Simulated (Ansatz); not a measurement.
The crystal is KLaMgWO6 (F-43m).

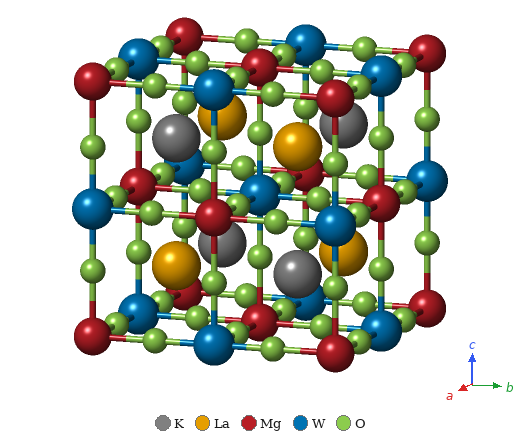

The structure (potassium grey, lanthanum orange, magnesium red, tungsten blue, oxygen green). Some periodic images of atoms are drawn too.

Symmetry: F-43m, No. 216, cubic system. The conventional cell has a = 7.993 Å, b = 7.993 Å, c = 7.993 Å, α = 90.00°, β = 90.00°, γ = 90.00°. K has 12 O at 2.83 Å nearest. Nearest to La lie 12 O at 2.83 Å. Mg has 6 O at 2.06 Å nearest. Nearest to W lie 6 O at 1.94 Å. Nearest to O lie 1 W at 1.94 Å and 1 Mg at 2.06 Å and 2 K at 2.83 Å and 2 La at 2.83 Å. Farther neighbours and most contacts between anions are not listed.

```cif
data_structure
_symmetry_space_group_name_H-M 'P 1'
_symmetry_Int_Tables_number 1
_cell_length_a 5.6518
_cell_length_b 5.6518
_cell_length_c 5.6518
_cell_angle_alpha 60.000
_cell_angle_beta 60.000
_cell_angle_gamma 60.000
_cell_volume 127.66
loop_
_atom_site_label
_atom_site_type_symbol
_atom_site_fract_x
_atom_site_fract_y
_atom_site_fract_z
_atom_site_occupancy
K1 K 0.75000 0.75000 0.75000 1
La2 La 0.25000 0.25000 0.25000 1
Mg3 Mg 0.00000 0.00000 0.00000 1
W4 W 0.50000 0.50000 0.50000 1
O5 O 0.74287 0.25713 0.25713 1
O6 O 0.25713 0.74287 0.74287 1
O7 O 0.74287 0.74287 0.25713 1
O8 O 0.25713 0.25713 0.74287 1
O9 O 0.25713 0.74287 0.25713 1
O10 O 0.74287 0.25713 0.74287 1
```

The cell and positions are those that the Materials Project relaxed with its own functionals (PBE, PBE+U or r2SCAN), kept fixed. At the settings of the band run the largest force is still 0.50 eV/Å. Spin-orbit coupling is left out unless a run names it.

Gaps computed with Ansatz 0.2.0 without a self-energy: PBE 2.53 eV, PBE+SOC 2.51 eV, r2SCAN 2.91 eV, HSE06 3.99 eV and DDH-PBE0 4.35 eV.

Q: What gap should G0W0 on PBE give (4×4×4 mesh, 700 empty bands, screening to 180 eV, PAW set soft_1 files)?

About 4.39 eV: on its mesh the run moves the gap from 2.52 eV by +1.87 eV. A band edge moves to another state on the way. Among the scalar-relativistic levels given, DDH-PBE0 is nearest (−0.04 eV). Bands and cutoff are finite, so the gap is not at the basis limit. The miss can reach some tenths of an eV and take either sign; the mesh is an error of its own. Empty 4f levels lie among the conduction bands. Their place in the start is unsure; it enters the screening, and the edge itself where they lie low. The many-body steps are scalar-relativistic: spin-orbit coupling is not in them.

[Paths, hosts, dates, memory and timing lines, banners, echoed tables and standing remarks are left out of the program output.]

[Logs are printed without paths, hosts, clocks, repeated set-up lines and the standing remarks that a program may print on its own settings, such as how far it seeks lower states.]

[Runs of the session that timed out or met a known fault of the program may be left out.]

[Cells called generated may have been cut or substituted from an entry of the Crystallography Open Database or the Materials Project.]

[Hosts, paths, dates, database ids (printed as entryN), source tags and the programs' standing remarks are cut or masked in the printed files.]
